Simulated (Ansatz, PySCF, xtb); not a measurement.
CH6AlN (SMILES C[NH][AlH2]) and NH3 (SMILES N) are pulled apart as rigid monomers along the line of their centres of mass, from the B3LYP-D3(BJ)/def2-TZVP minimum. Starting geometry (charge 0, multiplicity 1):
```tsv
atom	x (Å)	y (Å)	z (Å)
C	-0.5006	-0.4074	1.5620
N	-0.3529	0.2877	0.2915
Al	0.8170	-0.0088	-1.0056
H	-0.3564	0.2577	2.4199
H	0.2462	-1.2001	1.6360
H	-1.4854	-0.8762	1.6654
H	-1.0347	1.0262	0.1867
H	0.7365	0.9115	-2.2839
H	1.8611	-1.1720	-0.7904
N	-0.0745	0.1597	5.4383
H	0.4395	-0.5582	4.9407
H	-1.0403	0.1027	5.1360
H	0.2860	1.0560	5.1314
```

Interaction energies with rigid monomers; basis-set methods are counterpoise corrected unless marked otherwise.

Frozen-core correlation. Rows in 6-311+G**, 6-31G* carry no dispersion term and start afresh at each structure (6-31G* with six Cartesian d functions).

Codes used: Ansatz (a first-principles code); PySCF for 6-311+G** rows, 6-31G* rows, the dispersion terms; xtb for the GFN methods. Values without a source in brackets are computed.

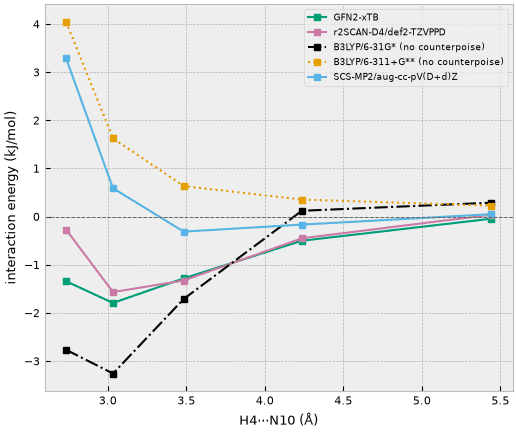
Figure: Interaction energy against separation

Which level binds most strongly at H4···N10 = 3.03, and by how much?

B3LYP/6-31G* (no counterpoise), -3 kJ/mol.
